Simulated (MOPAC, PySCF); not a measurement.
Bond stretch in SMILES NC (CH₅N). The C1–N5 bond (C1 also carries H, H, H; N5 carries H, H) is varied alone, starting from the PBE0/def2-TZVP optimised geometry.

```
7

C      0.0000     0.0000     0.0000
H      0.9200    -0.4645    -0.3619
H      0.0000     1.0306    -0.3619
H     -0.8464    -0.5208    -0.4710
N      0.0000     0.0000     1.4533
H      0.0098    -0.9471     1.8093
H     -0.8406     0.4365     1.8093
```

- UKS-B3LYP/6-311+G** = unrestricted B3LYP/6-311+G**, spherical d in PySCF
- AM1, restricted, heats of formation (MOPAC)
- UMP2 = MP2 on UHF/cc-pVDZ, 2 core orbitals frozen in PySCF
- RKS-TPSSh = restricted TPSSh/cc-pVDZ run with PySCF
- UKS-B3LYP/3-21G = unrestricted B3LYP/3-21G (PySCF)

Energies are in kcal/mol, each relative to the lowest point of its own curve near equilibrium.

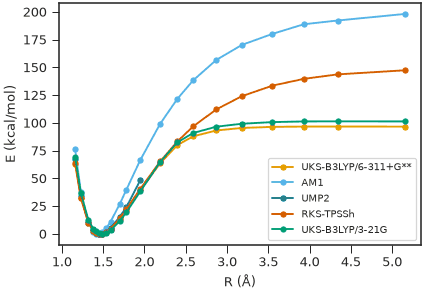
Fig. 1. Energy against bond length for each method.

```csv
R / Å,UKS-B3LYP/6-311+G**,AM1,UMP2,RKS-TPSSh,UKS-B3LYP/3-21G
1.16,63.1,76.6,67.2,64.3,69.4
1.23,32.3,37.8,34.1,32.7,36.7
1.32,10.2,10.2,10.6,10.2,12.8
1.38,3.1,2.0,3.1,3.0,4.6
1.41,1.2,0.3,1.1,1.1,2.2
1.45,0.0,0.0,0.0,0.0,0.5
1.49,0.1,1.5,0.3,0.2,0.0
1.54,1.6,5.4,2.1,1.9,0.9
1.59,4.4,11.0,5.3,4.8,3.2
1.70,13.3,26.8,15.3,14.1,11.5
1.78,21.2,39.6,24.0,22.2,19.4
1.95,39.3,66.6,48.4,40.6,38.3
2.19,63.6,99.1,—,65.2,64.8
2.40,80.1,121.8,—,83.4,82.5
2.59,87.9,138.3,—,96.8,90.9
2.87,93.1,156.7,—,112.1,96.6
3.18,95.4,170.2,—,124.1,99.2
3.55,96.4,180.2,—,133.5,100.7
3.93,96.7,188.8,—,139.6,101.3
4.34,96.7,192.2,—,143.7,101.4
5.15,96.6,198.1,—,147.3,101.3
```

At the longest distance, 5.15 Å, AM1 lies highest above its minimum (198.1 kcal/mol) and UKS-B3LYP/6-311+G** lowest (96.6 kcal/mol).

Dashes: no converged value, or the column stops at the first point that the program doubted or that broke a chosen test of continuity, which isn't proof of a fault.

The unrestricted determinant behind UKS-B3LYP/6-311+G**, UKS-B3LYP/3-21G is spin-contaminated at 2.40 to 5.15 Å (<S²> up to 1.0, against 0.00 for a pure singlet). The restricted form behind AM1, RKS-TPSSh keeps the bonding electrons paired and can't separate into open-shell fragments. The unrestricted determinant behind UMP2 is spin-contaminated at 1.95 to 5.15 Å (<S²> up to 1.0, against 0.00 for a pure singlet).
